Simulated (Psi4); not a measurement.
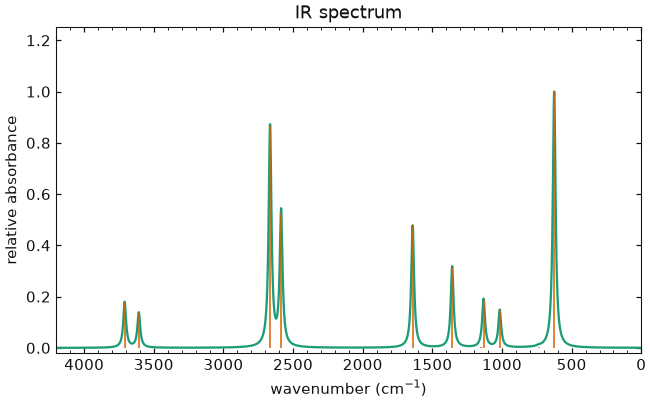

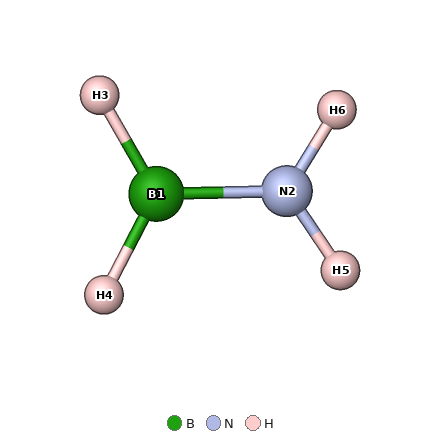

Infrared spectrum of BNH₄, SMILES BN. Unscaled harmonic wavenumbers and double-harmonic intensities, CAM-B3LYP/aug-cc-pVDZ (dispersion D3(BJ)) in Psi4 1.11, at a geometry relaxed at this level, isolated molecule. Lorentzian lines of 24 cm⁻¹ full width. Close modes add up in the curve.

> Which lines are the most intense?

625.3 cm⁻¹ (183.7 km/mol), 2665.4 cm⁻¹ (158.5 km/mol) and 2586.0 cm⁻¹ (96.2 km/mol).

> Which is the highest mode?

3709.1 cm⁻¹ (32.6 km/mol).

Note: double-zeta basis.
